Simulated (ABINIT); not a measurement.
**Quasiparticle gap of SiO2 (Quartz) in ABINIT**

How does a plane-wave GW calculation on SiO2 (Quartz) run from the first input to the gap?

Calculated with ABINIT 10.8.3; LDA and many-body steps on it, plane waves.

## 1. Set-up

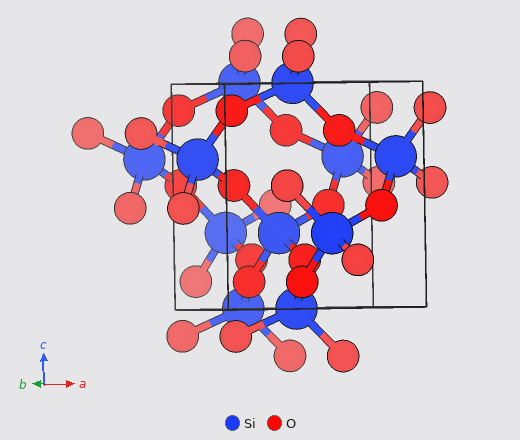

The starting structure, seen slightly off an axis (silicon blue, oxygen red). 1×2×1 cells are drawn. Some periodic images of atoms are drawn too.

The cell and positions come from the Crystallography Open Database and are kept as given unless a step says otherwise.

## 2. Ground state

This step: ABINIT 10.8.3; DFT, LDA, plane waves, norm-conserving pseudopotentials.

The ground-state density comes first.

Contents of run.abi:

```
acell 3*1.0 Angstrom
rprim 
  4.915799999986 0.000000000003 0.000000000000
  -2.457899999996 4.257207679910 0.000000000000
  0.000000000000 0.000000000000 5.409100000000
ntypat 2
znucl 14 8
natom 9
typat 1 1 1 2 2 2 2 2 2
xred 
  0.530300000000 0.000000000000 0.333333333333
  0.000000000000 0.530300000000 0.666666666667
  0.469700000000 0.469700000000 -0.000000000000
  0.146200000000 0.414200000000 0.881000000000
  0.585800000000 0.732000000000 0.214333333333
  0.268000000000 0.853800000000 0.547666666667
  0.414200000000 0.146200000000 0.119000000000
  0.732000000000 0.585800000000 0.785666666667
  0.853800000000 0.268000000000 0.452333333333
pp_dirpath "pseudos"
pseudos "Si.upf, O.upf"
ecut 36
ngkpt 6 6 4
nshiftk 1
shiftk 0 0 0
kptopt 1
chksymbreak 0
nband 32
occopt 1
tolvrs 1e-10
nstep 60
prtwf 0
optforces 0
optstress 0
indata_prefix "in"
outdata_prefix "out"
tmpdata_prefix "tmp"
```

The run is started by

```sh
OMP_NUM_THREADS=1 mpirun -n 4 abinit run.abi > log
```

Numbers of over 12 decimals in the logs are rounded to 6 here.

What it wrote:

```text
.Version 10.8.3 of ABINIT. v10.8.2 released Aug 2026.

 Symmetries : space group P3_1 2 1 (#152); Bravais hP (primitive hexag.)
================================================================================
 Values of the parameters that define the memory need of the present run
     intxc =       0    ionmov =       0      iscf =       7    lmnmax =       6
     lnmax =       6     mgfft =      60  mpssoang =       3    mqgrid =    3001
     natom =       9  nloc_mem =       1    nspden =       1   nspinor =       1
    nsppol =       1      nsym =       6    n1xccc =    2501    ntypat =       2
    occopt =       1   xclevel =       1
-    mband =          32        mffmem =           1         mkmem =           6
       mpw =        7924          nfft =      174960          nkpt =          24
================================================================================
  Rough estimation (10% accuracy) of disk space for files :
================================================================================

--------------------------------------------------------------------------------
------------- Echo of variables that govern the present computation ------------
--------------------------------------------------------------------------------
 -outvars: echo values of preprocessed input variables --------
            acell      1.8897261259E+00  1.8897261259E+00  1.8897261259E+00 Bohr

      chksymbreak           0
             ecut      3.60000000E+01 Hartree
-          fftalg         312

              ixc       -1012
              kpt      0.00000000E+00  0.00000000E+00  0.00000000E+00
                       1.66666667E-01  0.00000000E+00  0.00000000E+00
                       3.33333333E-01  0.00000000E+00  0.00000000E+00
                       5.00000000E-01  0.00000000E+00  0.00000000E+00
                       1.66666667E-01  1.66666667E-01  0.00000000E+00
                       3.33333333E-01  1.66666667E-01  0.00000000E+00
                       3.33333333E-01  3.33333333E-01  0.00000000E+00
                       0.00000000E+00  0.00000000E+00  2.50000000E-01
                       1.66666667E-01  0.00000000E+00  2.50000000E-01
   [... 13 further rows ...]
                       3.33333333E-01  1.66666667E-01  5.00000000E-01
                       3.33333333E-01  3.33333333E-01  5.00000000E-01
         kptrlatt        6    0    0      0    6    0      0    0    4
          kptrlen      4.08868704E+01
P           mkmem           6
            natom           9
            nband          32
            ngfft          54      54      60
             nkpt          24
            nstep          60
             nsym           6
           ntypat           2
              occ      2.000000  2.000000  2.000000  2.000000  2.000000  2.000000
                       2.000000  2.000000  2.000000  2.000000  2.000000  2.000000
                       2.000000  2.000000  2.000000  2.000000  2.000000  2.000000
                       2.000000  2.000000  2.000000  2.000000  2.000000  2.000000
                       0.000000  0.000000  0.000000  0.000000  0.000000  0.000000
                       0.000000  0.000000
        optforces           0
        optstress           0
            prtwf           0
            rprim      4.9158000000E+00  3.0000000000E-12  0.0000000000E+00
[...]
spgroup         152

           tolvrs      1.00000000E-10

             xred      5.3030000000E-01  2.5857407038E-29  3.3333333333E-01
[...]
znucl       14.00000    8.00000

================================================================================

 chkinp: Checking input parameters for consistency.

================================================================================
== DATASET  1 ==================================================================
-   mpi_nproc: 4, omp_nthreads: 1 (-1 if OMP is not activated)

--- !DatasetInfo
iteration_state: {dtset: 1, }
dimensions: {natom: 9, nkpt: 24, mband: 32, nsppol: 1, nspinor: 1, nspden: 1, mpw: 7924, }
cutoff_energies: {ecut:  36.0, pawecutdg:  -1.0, }
electrons: {nelect:   4.80000000E+01, charge:   0.00000000E+00, occopt:   1.00000000E+00, tsmear:   1.00000000E-02, }

 Real(R)+Recip(G) space primitive vectors, cartesian coordinates (Bohr,Bohr^-1):
 R(1)=  9.2895157  0.0000000  0.0000000  G(1)=  0.1076482  0.0621507  0.0000000
 R(2)= -4.6447578  8.0449566  0.0000000  G(2)=  0.0000000  0.1243015  0.0000000
 R(3)=  0.0000000  0.0000000 10.2217176  G(3)=  0.0000000  0.0000000  0.0978309
 Unit cell volume ucvol=  7.6390729E+02 bohr^3
 Angles (23,13,12)=  9.00000000E+01  9.00000000E+01  1.20000000E+02 degrees

 getcut: wavevector=  0.0000  0.0000  0.0000  ngfft=  54  54  60
         ecut(hartree)=     36.000   => boxcut(ratio)=   2.15270

--- Pseudopotential description ------------------------------------------------
- Si Generated using ONCVPSP code by D. R. Hamann
- 14.00000   4.00000  180309                  znucl, zion, pspdat
12 -1012 2 -1 1510                            pspcod,pspxc,lmax,lloc,mmax
     nproj     2     2     2
  pspatm : epsatm=    6.67003958
         --- l  ekb(1:nproj) -->
[...]
pspatm: atomic psp has been read  and splines computed

- O Generated using ONCVPSP code by D. R. Hamann
-  8.00000   6.00000  201201                  znucl, zion, pspdat
12 -1012 2 -1 926                             pspcod,pspxc,lmax,lloc,mmax
     nproj     2     2     1
  pspatm : epsatm=    6.27558587
         --- l  ekb(1:nproj) -->
[...]
2   -1.033686
 pspatm: atomic psp has been read  and splines computed

   2.76785443E+03                                ecore*ucvol(ha*bohr**3)
--------------------------------------------------------------------------------

_setup2: Arith. and geom. avg. npw (full set) are    7882.604    7882.596

================================================================================

--- !BeginCycle
iteration_state: {dtset: 1, }
solver: {iscf: 7, nstep: 60, nline: 4, wfoptalg: 0, }
tolerances: {tolvrs: 1.00E-10, }

     iter   Etot(hartree)      deltaE(h)  residm     vres2
 ETOT  1  -111.65103493913    -1.117E+02 1.238E-01 1.623E+03
 ETOT  2  -111.76988304015    -1.188E-01 3.719E-02 1.395E+03
 ETOT  3  -112.30686714048    -5.370E-01 7.942E-03 9.907E+00
 ETOT  4  -112.30994911754    -3.082E-03 2.736E-03 1.070E-01
 ETOT  5  -112.30996396918    -1.485E-05 1.674E-03 6.786E-03
 ETOT  6  -112.30996505989    -1.091E-06 3.193E-03 2.352E-04
 ETOT  7  -112.30996508110    -2.121E-08 1.054E-03 9.355E-06
 ETOT  8  -112.30996508160    -5.066E-10 1.170E-03 3.309E-07
 ETOT  9  -112.30996508162    -1.683E-11 3.514E-04 2.062E-08
 ETOT 10  -112.30996508163    -7.958E-12 3.558E-04 7.665E-10
 ETOT 11  -112.30996508163     2.771E-12 2.213E-04 5.989E-11

 At SCF step   11       vres2   =  5.99E-11 < tolvrs=  1.00E-10 =>converged.

--- !ResultsGS
iteration_state: {dtset: 1, }
comment   : Summary of ground state results
lattice_vectors:
- [  9.2895157,   0.0000000,   0.0000000, ]
- [ -4.6447578,   8.0449566,   0.0000000, ]
- [  0.0000000,   0.0000000,  10.2217176, ]
lattice_lengths: [   9.28952,    9.28952,   10.22172, ]
lattice_angles: [ 90.000,  90.000, 120.000, ] # degrees, (23, 13, 12)
lattice_volume:   7.6390729E+02
convergence: {deltae:  2.771E-12, res2:  5.989E-11, residm:  2.213E-04, diffor:  0.000E+00, }
etotal    :  -1.12309965E+02
entropy   :   0.00000000E+00
fermie    :   4.34510667E-03
cartesian_stress_tensor: null
pressure_GPa: null
xred      :
- [  5.3030E-01,   2.5857E-29,   3.3333E-01, Si]
- [ -2.2564E-18,   5.3030E-01,   6.6667E-01, Si]
- [  4.6970E-01,   4.6970E-01,   1.3878E-16, Si]
- [  1.4620E-01,   4.1420E-01,   8.8100E-01,  O]
- [  5.8580E-01,   7.3200E-01,   2.1433E-01,  O]
- [  2.6800E-01,   8.5380E-01,   5.4767E-01,  O]
- [  4.1420E-01,   1.4620E-01,   1.1900E-01,  O]
- [  7.3200E-01,   5.8580E-01,   7.8567E-01,  O]
- [  8.5380E-01,   2.6800E-01,   4.5233E-01,  O]
cartesian_forces: null
force_length_stats: {min: null, max: null, mean: null, }

 Integrated electronic density in atomic spheres:
 ------------------------------------------------
 Atom  Sphere_radius  Integrated_density
[...]
================================================================================

 ----iterations are completed or convergence reached----

 Mean square residual over all n,k,spin=   87.327E-08; max=  22.128E-05
 reduced coordinates (array xred) for    9 atoms
[...]
0.585800000000      0.732000000000      0.214333333333
       0.268000000000      0.853800000000      0.547666666667
       0.414200000000      0.146200000000      0.119000000000
       0.732000000000      0.585800000000      0.785666666667
       0.853800000000      0.268000000000      0.452333333333
 rms dE/dt=  0.0000E+00; max dE/dt=  0.0000E+00; dE/dt below (all hartree)
    1       0.000000000000      0.000000000000      0.000000000000
    2       0.000000000000      0.000000000000      0.000000000000
    3       0.000000000000      0.000000000000      0.000000000000
    4       0.000000000000      0.000000000000      0.000000000000
    5       0.000000000000      0.000000000000      0.000000000000
    6       0.000000000000      0.000000000000      0.000000000000
    7       0.000000000000      0.000000000000      0.000000000000
    8       0.000000000000      0.000000000000      0.000000000000
    9       0.000000000000      0.000000000000      0.000000000000

 cartesian coordinates (angstrom) at end:
    1      2.606849     1.59e-12     1.803033
[...]
5      1.080493     3.116276     1.159350
    6     -0.781121     3.634804     2.962384
    7      1.676779     0.622404     0.643683
    8      2.158528     2.493872     4.249750
    9      3.538393     1.140932     2.446716
 length scales=  1.889726125908  1.889726125908  1.889726125908 bohr
              =  1.000000000000  1.000000000000  1.000000000000 angstroms
 prteigrs : about to open file out_EIG
 Fermi (or HOMO) energy (hartree) =   0.00435   Average Vxc (hartree)=  -0.35789
 Eigenvalues (hartree) for nkpt=  24  k points:
 kpt#   1, nband= 32, wtk=  0.00694, kpt=  0.0000  0.0000  0.0000 (reduced coord)
  -0.69890   -0.64078   -0.64078   -0.61613   -0.61455   -0.61455   -0.30057   -0.30057
  -0.19753   -0.19667   -0.19047   -0.19047   -0.10555   -0.10555   -0.09594   -0.08667
  -0.05171   -0.05171   -0.05054   -0.03275   -0.03275   -0.02106   -0.00757   -0.00757
   0.21754    0.33648    0.33648    0.35386    0.35386    0.39720    0.42411    0.45852
 prteigrs : prtvol=0 or 1, do not print more k-points.

--- !EnergyTerms
iteration_state     : {dtset: 1, }
comment             : Components of total free energy in Hartree
kinetic             :  7.34657604326328E+01
hartree             :  3.83581069719250E+01
xc                  : -2.99599870137542E+01
Ewald energy        : -6.94185472439243E+01
psp_core            :  3.62328579032349E+00
local_psp           : -1.13057203742036E+02
non_local_psp       : -1.53213802767918E+01
total_energy        : -1.12309965081625E+02
total_energy_eV     : -3.05610983910874E+03
band_energy         : -1.17226138559242E+01

== END DATASET(S) ==============================================================
================================================================================

 -outvars: echo values of variables after computation  --------
           etotal     -1.1230996508E+02
            nband          32
             nkpt          24
          spgroup         152
 [... the other variables as echoed above ...]

 Calculation completed.
```

Run time: 75 s. Hardware: 4 MPI ranks of Arm Neoverse V1, shared host; peak memory 0.48 GiB; 5 min of CPU time.

Numbers from this step:

```
total energy               : -3056.1098 eV
gap                        : 5.801 eV
k of the valence top       : 0.3333, 0.3333, 0
k of the conduction bottom : 0, 0, 0
least direct gap           : 6.126 eV
```

The gap is indirect, with the least direct gap 0.32 eV higher.

(Part 1 of 3 ends here.)

[Paths, hosts, dates, memory and timing lines, banners, echoed tables and standing remarks are left out of the program output.]

[Logs are printed without paths, hosts, clocks, repeated set-up lines and the standing remarks that a program may print on its own settings, such as how far it seeks lower states.]

[Runs of the session that timed out or met a known fault of the program may be left out.]

[Hosts, paths, dates, database ids (printed as entryN), source tags and the programs' standing remarks are cut or masked in the printed files.]

[G0W0 gaps are taken among the corrected bands and points alone; a level outside them can change the order at an edge.]

[Where Ansatz stands beside ABINIT at settings called matched, ABINIT's density can come from a denser mesh and the files from another edition; pairs whose starting gaps differed by over 0.03 eV were left out, so agreement reads better than it is.]
